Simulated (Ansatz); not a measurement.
The calculation's input:

```
crystal:
  periodic: [false, false, false]
  atoms:
    - { symbol: Br, position_ang: [-0.8911, 0.3083, 2.0587] }
    - { symbol: Ge, position_ang: [-0.0634, 0.106, -0.0952] }
    - { symbol: Br, position_ang: [2.2317, 0.1931, -0.0061] }
    - { symbol: Br, position_ang: [-0.6511, -1.9289, -0.9811] }
    - { symbol: H, position_ang: [-0.5762, 1.2478, -1.0177] }
basis:
  gaussian:
    orbitals: def2-SVP
hamiltonian:
  xc: b3lyp
  dispersion: d3bj
output:
  orbitals: {}
  forces: true
```

Command:

```sh
python br3geh.py
```

All numbers below come from SCF B3LYP, Gaussian basis in Ansatz.

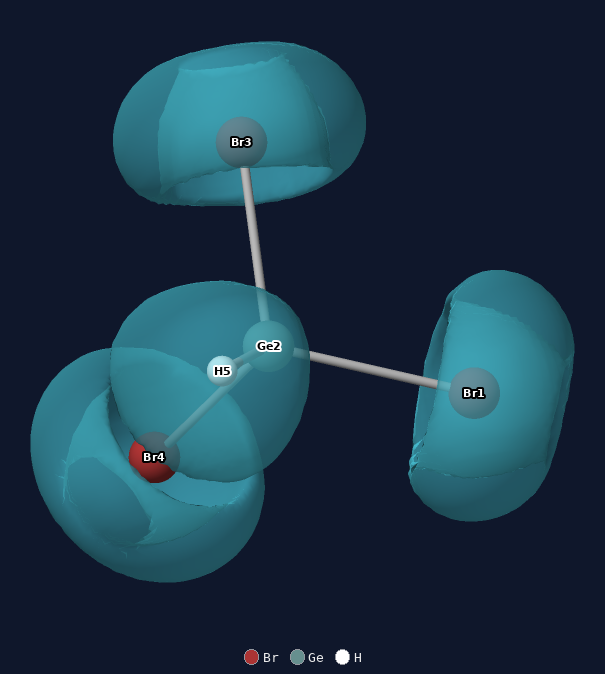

Br3GeH (SMILES [Br][GeH]([Br])[Br]). Isosurface of the ELF at 0.8 (cyan), seen at a tilt. Only the valence region is drawn (cores and ρ < 0.01 e/Å³ removed).

### Where are the electrons localised?

The ELF exceeds this value in one region around a hydrogen nucleus and three rings or bowls of non-bonding electrons around Br.

Values along the shortest contacts:
Ge–Br (2.30 Å): the ELF peaks at about 0.75 in the valence shell of Br, 1.0 Å from its nucleus, and is about 0.70 at the midpoint. Ge–H (1.55 Å): the ELF climbs to about 1 towards the hydrogen.
